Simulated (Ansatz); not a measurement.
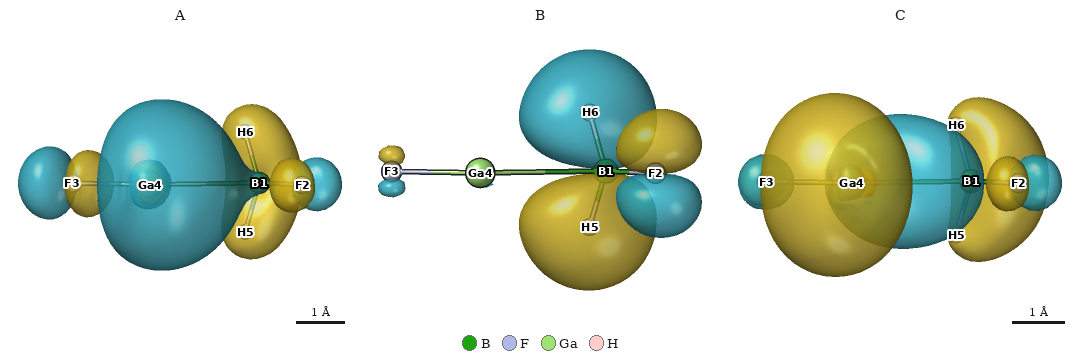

Figure. BF$_{2}$GaH$_{2}$ (SMILES F[BH2-][Ga+][F]). Three frontier orbitals at ±0.08 Å⁻³ᐟ² (yellow and cyan are the two phases), in no order.

Geometry: PBE0-D3(BJ)/def2-SVP.

Computed with Ansatz 0.2.0, isolated molecule in a Gaussian basis; Kohn-Sham density functional theory, functional PBE0.

```json
{"atom": "B", "x (Å)": "-1.7828", "y (Å)": "-1.0394", "z (Å)": "-2.1082"}
{"atom": "F", "x (Å)": "-1.5206", "y (Å)": "0.2383", "z (Å)": "-2.3649"}
{"atom": "F", "x (Å)": "-2.0124", "y (Å)": "-2.9749", "z (Å)": "1.3511"}
{"atom": "Ga", "x (Å)": "-1.7633", "y (Å)": "-1.5541", "z (Å)": "0.3281"}
{"atom": "H", "x (Å)": "-0.8716", "y (Å)": "-1.8427", "z (Å)": "-2.1829"}
{"atom": "H", "x (Å)": "-2.9461", "y (Å)": "-1.3950", "z (Å)": "-2.0727"}
```

> Which picture is the HOMO−1, the HOMO and the LUMO?

B is the HOMO−1 (−9.42 eV). Its weight (Hirshfeld) is mainly on B1 (about 30 %), F2 (about 25 %), H6 (about 20 %) and H5 (about 20 %). A is the HOMO (−8.11 eV). By Hirshfeld shares it lies mainly on Ga4 (about 60 %), F3 (about 15 %) and B1 (about 10 %). C is the LUMO (−2.36 eV). By Hirshfeld shares it lies mainly on Ga4 (about 55 %) and B1 (about 25 %).

> What is the HOMO–LUMO gap?

5.75 eV between the orbital energies.
